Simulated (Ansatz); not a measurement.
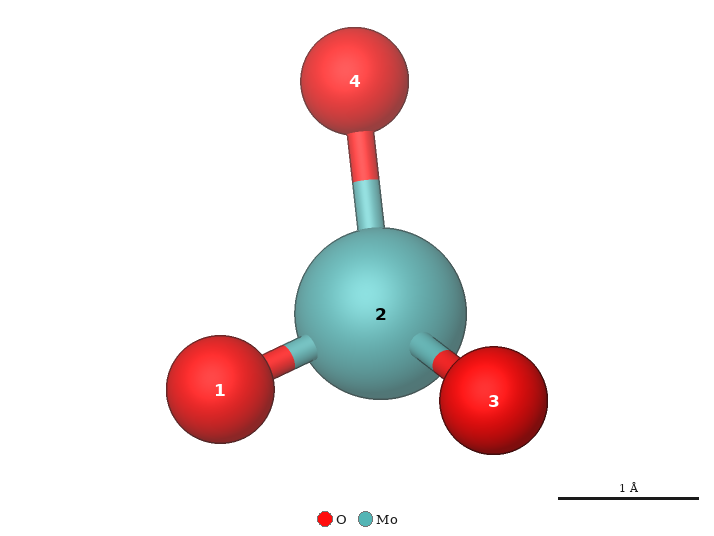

Simulated data, not a measurement (program: Ansatz).

Orthographic view. Distant atoms are faded towards the background colour. The species is neutral and a spin singlet. Geometry: moved along internal coordinates away from the minimum.

Give the geometry as a Z-matrix, atoms in numerical order, with these reference atoms: 2 to 1; 3 to 2, 1; 4 to 2, 1, 3.

```
O  
Mo   1   1.388
O    2   1.692   1    86.3
O    2   1.692   1   110.3   3  -122.1
```
